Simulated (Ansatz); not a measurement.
# One shape, several levels: triplet SnH3OF

Aim: a comparison of 6 runs (UHF/3-21G, U-revPBE/def2-SVPD, U-wB97M-V/def2-SVPD, UCAM-B3LYP/def2-SVPD, RPA@PBE/def2-SVPD, UMP2/def2-SVPD) of triplet SnH3OF. 

The results are computed with Ansatz 0.2.0.

73 further runs of the same task are left out: 73 set aside as unsound or not needed.

## (1) The structure to begin with

SnH3OF: 6 atoms, total charge 0, spin state triplet. As SMILES of the parent species, `[OH][SnH2][F]`. The shape is that of a PBE0-D4/def2-TZVP optimisation. This is one conformer, not always the lowest. That shape belongs to the parent species and isn't relaxed for this state.

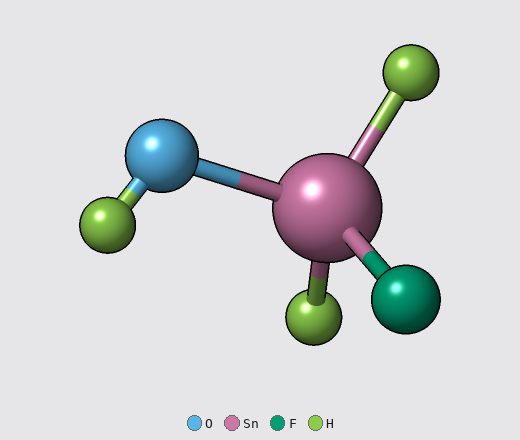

Viewed from a chosen angle; oxygen blue, tin pink, fluorine teal, hydrogen green.

## (2) The energy at UHF/3-21G (run 1)

molecule.yaml reads:

```yaml
crystal:
  periodic: [false, false, false]
  atoms:
    - {symbol: O, position_ang: [-1.414400, -0.333000, -0.425000]}
    - {symbol: Sn, position_ang: [0.302300, 0.255900, 0.283700]}
    - {symbol: F, position_ang: [1.409100, -1.315100, 0.302100]}
    - {symbol: H, position_ang: [-1.368600, -0.685700, -1.316700]}
    - {symbol: H, position_ang: [1.096100, 1.317100, -0.782100]}
    - {symbol: H, position_ang: [0.017500, 0.696700, 1.891900]}
basis:
  gaussian: {orbitals: 3-21G-spherical.json}
magnetization: {spin_polarized: true, initial_magnetization: 2}
hamiltonian: {xc: hf}
accuracy: high
output: {orbitals: {seedname: orbitals}}
```

The basis set 3-21G is read from a file made from the Basis Set Exchange's data (not shown).

Run with:

```
$ ansatz run molecule.yaml --threads 1 --pin off --max-ram 3480MiB --events-out events.jsonl --progress --plain --runs-dir runs
```

The log of the run:

```text
Warning: RAYON_NUM_THREADS=1 ignored (pool sized by the plan → 1); use --threads N
Functional definition: HF
  name "HF"
  exchange = exact_x
  correlation = 0
1105 factors; integrals over basis functions are off by at most 9.5e-9 eV
mean field evaluation 1: about -167919.1636 eV, gradient 3.1e1 eV
mean field evaluation 2: about -167919.2169 eV, gradient 3.2e1 eV
mean field evaluation 4: about -167924.3487 eV, gradient 5.0e0 eV
mean field evaluation 8: about -167926.5847 eV, gradient 2.6e0 eV
mean field evaluation 16: about -167926.7903 eV, gradient 3.0e-1 eV
mean field evaluation 32: about -167926.6715 eV, gradient 7.1e-1 eV
mean field evaluation 64: about -167924.8953 eV, gradient 1.4e0 eV
mean field evaluation 96: about -167926.7944 eV, gradient 1.7e-1 eV
mean field evaluation 128: about -167923.7387 eV, gradient 3.3e0 eV
mean field evaluation 160: about -167925.0938 eV, gradient 4.7e-1 eV
mean field evaluation 192: about -167922.7224 eV, gradient 2.1e1 eV
mean field evaluation 224: about -167921.6485 eV, gradient 3.2e0 eV
mean field evaluation 256: about -167922.0542 eV, gradient 4.9e0 eV
mean field -167926.80271481 eV, -6171.1961748943 hartree, gradient 3.1e-8 eV, S^2 2.004602; 1 other end points of the search recorded, 0 dependent functions left out
reference -167926.80271481 eV, -6171.1961748943 hartree; 36, 34 occupied and 19, 21 virtual orbitals, 1105 factors
Total energy: -167926.80271481 eV, -6171.1961748943 hartree
```

It took 5.7 s on 1 thread of Arm Neoverse V1, shared host; peak memory 0.19 GiB.

## (3) The energy at U-revPBE/def2-SVPD (core potential) (run 2)

job.yaml reads:

```yaml
basis:
  gaussian:
    orbitals: def2-SVPD
crystal:
  periodic: [false, false, false]
  atoms:
    - {symbol: O, position_ang: [-1.414400, -0.333000, -0.425000]}
    - {symbol: Sn, position_ang: [0.302300, 0.255900, 0.283700]}
    - {symbol: F, position_ang: [1.409100, -1.315100, 0.302100]}
    - {symbol: H, position_ang: [-1.368600, -0.685700, -1.316700]}
    - {symbol: H, position_ang: [1.096100, 1.317100, -0.782100]}
    - {symbol: H, position_ang: [0.017500, 0.696700, 1.891900]}
magnetization:
  spin_polarized: true
  initial_magnetization: 2
hamiltonian:
  xc: {name: revPBE}
accuracy: high
output: {orbitals: {seedname: orbitals}}
```

Run with:

```
$ ansatz run job.yaml --threads 1 --pin off --max-ram 3480MiB --events-out events.jsonl --progress --plain --runs-dir runs
```

The log of the run, cut to the lines that bear on the results:

```text
Warning: RAYON_NUM_THREADS=1 ignored (pool sized by the plan → 1); use --threads N
Functional definition: revPBE
  name "revPBE"
[...]
2210 factors; integrals over basis functions are off by at most 2.9e-9 eV
[...]
mean field -10635.41798617 eV, -390.8444020465 hartree, gradient 6.0e-8 eV, S^2 2.006449; 10 other end points of the search recorded, 0 dependent functions left out
reference -10635.41799196 eV, -390.8444022592 hartree; 22, 20 occupied and 80, 82 virtual orbitals, 2210 factors
Total energy: -10635.41799196 eV, -390.8444022592 hartree
```

It took 23 s on 1 thread of Arm Neoverse V1, shared host; peak memory 0.37 GiB.

## (4) A single-point energy at U-wB97M-V/def2-SVPD (core potential) (run 3)

in.yaml reads:

```yaml
crystal:
  periodic: [false, false, false]
  atoms:
    - {symbol: O, position_ang: [-1.414400, -0.333000, -0.425000]}
    - {symbol: Sn, position_ang: [0.302300, 0.255900, 0.283700]}
    - {symbol: F, position_ang: [1.409100, -1.315100, 0.302100]}
    - {symbol: H, position_ang: [-1.368600, -0.685700, -1.316700]}
    - {symbol: H, position_ang: [1.096100, 1.317100, -0.782100]}
    - {symbol: H, position_ang: [0.017500, 0.696700, 1.891900]}
basis:
  gaussian: {orbitals: def2-SVPD}
magnetization: {spin_polarized: true, initial_magnetization: 2}
hamiltonian: {xc: {name: wB97M-V}}
accuracy: high
output: {orbitals: {seedname: orbitals}}
```

Run with:

```
$ ansatz run in.yaml --threads 1 --pin off --max-ram 3480MiB --events-out events.jsonl --progress --plain --runs-dir runs
```

The log of the run, cut to the lines that bear on the results:

```text
Warning: RAYON_NUM_THREADS=1 ignored (pool sized by the plan → 1); use --threads N
Functional definition: wB97M-V
  name "wB97M-V"
[...]
  gx(w, u) = 1 - cx + cx01*u + cx10*w
  gss(w, u) = css00 + css04*u^4 + css10*w + css20*w^2 + css43*w^4*u^3
  gos(w, u) = cos00 + cos10*w + (cos20 + cos21*u)*w^2 + (cos60 + cos61*u)*w^6
[...]
      + integral(e_c_pw_mod_opposite_spin*gos(b97_w_opposite, b97_u_opposite)) + vv10(b, c)
2210 factors; integrals over basis functions are off by at most 2.9e-9 eV
484 factors; integrals over basis functions are off by at most 1.9e-9 eV
[...]
mean field -10632.07850320 eV, -390.7216783108 hartree, gradient 1.3e-8 eV, S^2 2.008314; 6 other end points of the search recorded, 0 dependent functions left out
reference -10632.07850782 eV, -390.7216784808 hartree; 22, 20 occupied and 80, 82 virtual orbitals, 2210 factors
Total energy: -10632.07850782 eV, -390.7216784808 hartree
```

Run time: 2.7 min. Hardware: 1 thread of Arm Neoverse V1, shared host; peak memory 1.1 GiB.

Runs 4 to 5 aren't shown in full; the table further down has their settings and results.

## (5) The energy at UMP2/def2-SVPD (core potential) (run 6)

molecule.yaml, as its differences from that of step 2:

```diff
@@ -10,6 +10,10 @@
 basis:
-  gaussian: {orbitals: 3-21G-spherical.json}
-magnetization: {spin_polarized: true, initial_magnetization: 2}
-hamiltonian: {xc: hf}
+  gaussian:
+    orbitals: def2-SVPD
+magnetization:
+  spin_polarized: true
+  initial_magnetization: 2
+correlation:
+  method: mp2
+  frozen_orbitals: {F: 1, H: 0, O: 1, Sn: 4}
 accuracy: high
-output: {orbitals: {seedname: orbitals}}
```

Run with:

```
$ ansatz run molecule.yaml --threads 1 --pin off --max-ram 3480MiB --events-out events.jsonl --progress --plain --runs-dir runs
```

The log of the run, cut to the lines that bear on the results:

```text
Warning: RAYON_NUM_THREADS=1 ignored (pool sized by the plan → 1); use --threads N
[... 2 set-up lines as earlier in the session ...]
[...]
2210 factors; integrals over basis functions are off by at most 2.9e-9 eV
[...]
mean field -10587.29159080 eV, -389.0757896379 hartree, gradient 2.1e-8 eV, S^2 2.008313; 10 other end points of the search recorded, 0 dependent functions left out
6 core orbitals not correlated: weight in the atoms' cores, before any rotation towards them, 1.000 or more for the frozen orbitals, at most 0.000 for the correlated occupied ones
reference -10587.29159080 eV, -389.0757896379 hartree; 16, 14 occupied and 80, 82 virtual orbitals, 2210 factors
second order -13.23538118 eV of doubles, -0.00000000 eV of singles
Total energy: -10600.52697198 eV, -389.5621809249 hartree
```

It took 29 s on 1 thread of Arm Neoverse V1, shared host; peak memory 0.5 GiB.

## (6) Overview of the runs

```
run                                  level  core potential  frozen core orbitals   energy (Eh)  HOMO energy (eV)   ⟨S²⟩  wall time
  1                              UHF/3-21G            none                     –  -6171.196175             -4.43  2.005      5.7 s
  2    U-revPBE/def2-SVPD (core potential)       def2-SVPD                     –   -390.844402             -2.32  2.006       23 s
  3   U-wB97M-V/def2-SVPD (core potential)       def2-SVPD                     –   -390.721678             -5.00  2.008    2.7 min
  4  UCAM-B3LYP/def2-SVPD (core potential)       def2-SVPD                     –   -390.769751             -4.29  2.012       31 s
  5     RPA@PBE/def2-SVPD (core potential)       def2-SVPD                     6   -389.834140                 –  2.006       35 s
  6        UMP2/def2-SVPD (core potential)       def2-SVPD                     6   -389.562181                 –  2.008       29 s
```

## (7) What came out

| quantity | value |
| --- | --- |
| run 6: total energy | -389.56218 Eh |
| run 6: correlation energy (6 core orbitals frozen) | -486.4 mEh |
| run 6: ⟨S²⟩ of the reference determinant | 2.008 |

**Reading.** Totals of different functionals can't be ranked against each other. Some runs of one species differ in core potentials or relativity; totals across that change don't compare. In run 1 relativity is left out where basis or elements ask for it. All runs together took 4.7 min, the longest 2.7 min.
